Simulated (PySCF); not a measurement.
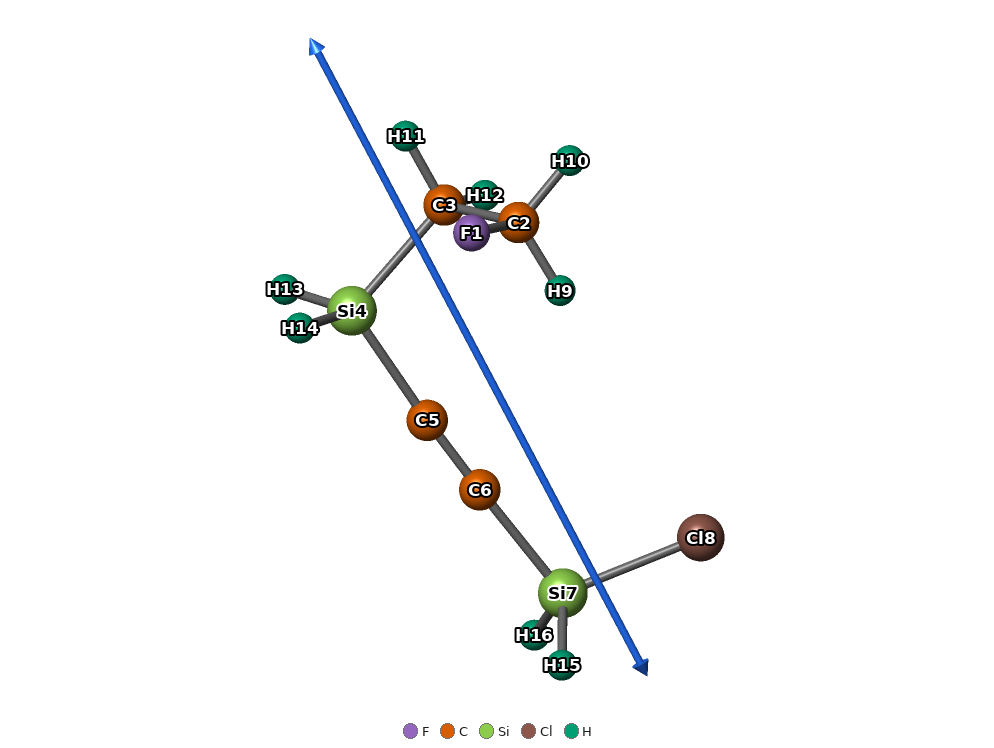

The double arrow shows the direction of the transition dipole to excited singlet state 6 (its length means nothing). The geometry was computed by an optimisation with GFN2-xTB. No frequency run is at hand to confirm it as a minimum. Level of theory: TDDFT CAM-B3LYP/def2-SVPD, vertical, gas phase, core orbitals frozen in the response (PySCF 2.14.0).

How is the transition polarised?

Nearly parallel to the Si4–C5 bond.

Where does the transition lie, and how strong is it?

7.67 eV (162 nm), oscillator strength 0.54, of mixed character, with the largest part HOMO−4 → LUMO (weight 0.24); transition dipole 4.29 D.

The geometry is semi-empirical. Around Si such bond lengths and angles can be off by a tenth of an ångström or more and by several degrees, and values that hang on the shape move with them.
